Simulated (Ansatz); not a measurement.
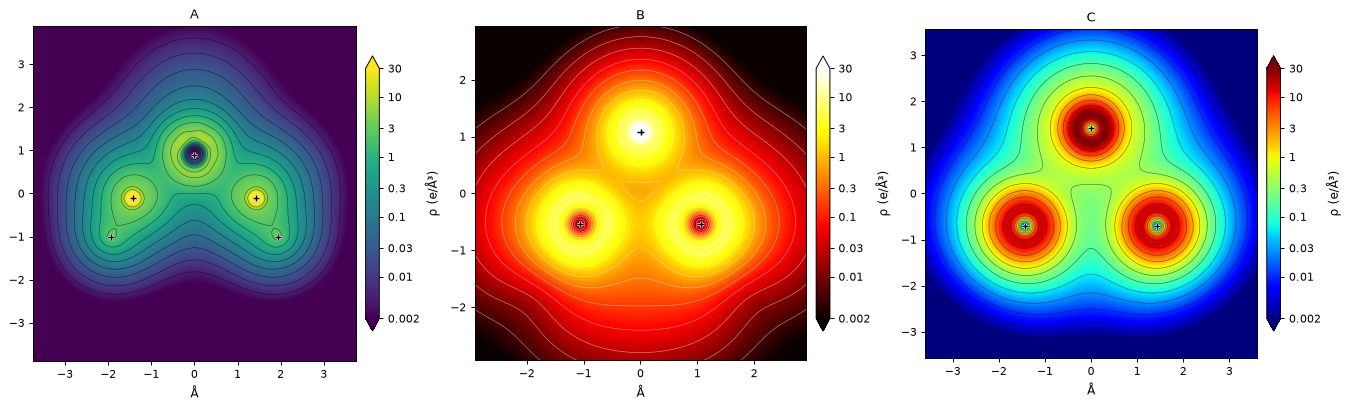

The electron density of 3 systems, each on a plane through atoms (crosses mark nuclei in the plane).

The calculation used RKS PBE0-D4/def2-TZVP (Ansatz 0.2.0).

System 1: Nb2O, the molecular plane. Geometry: r2SCAN-D4/def2-TZVP; core potentials replace the inner electrons of Nb; not at a stationary point (largest force 0.7 eV/Å).

```xyz
3

Nb   -0.6358    0.3198   -0.4802
Nb   -2.0335    1.2211   -1.7815
O    -0.1301    1.5223   -1.9042
```

System 2: Ag2Te, the molecular plane. Geometry: r2SCAN-D4/def2-TZVP; core potentials replace the inner electrons of Ag and Te.

```csv
atom,x (Å),y (Å),z (Å)
Ag,0.2593,-1.0233,-1.2082
Ag,-1.0320,-0.1654,1.2174
Te,0.7727,1.1887,-0.0092
```

System 3: Cl2H2N2W (W(NH)2Cl2), the plane of atoms W1, N2 and H3. Geometry: PBE-D4/def2-SVP; core potentials replace the inner electrons of W.

```xyz
7

W    -0.4039    0.0064   -0.2838
N    -0.4013   -0.0155    1.4727
H     0.0406   -0.0300    2.3972
N     1.2499    0.0024   -0.8761
H     2.2696   -0.0058   -0.7738
Cl   -1.3644    1.9942   -0.9437
Cl   -1.3904   -1.9517   -0.9925
```

Which map belongs to which system?

Panel A is system 3, Cl2H2N2W: the plane holds W, N and H. W–N (1.76 Å): the density is about 1.6 e/Å³ at the midpoint. Panel B is system 1, Nb2O: the plane holds Nb and O. Nb–O (1.93 Å): ρ at the midpoint is about 0.99 e/Å³. Panel C is system 2, Ag2Te: the plane holds Ag and Te. Ag–Te (2.57 Å): the density is about 0.45 e/Å³ at the midpoint.
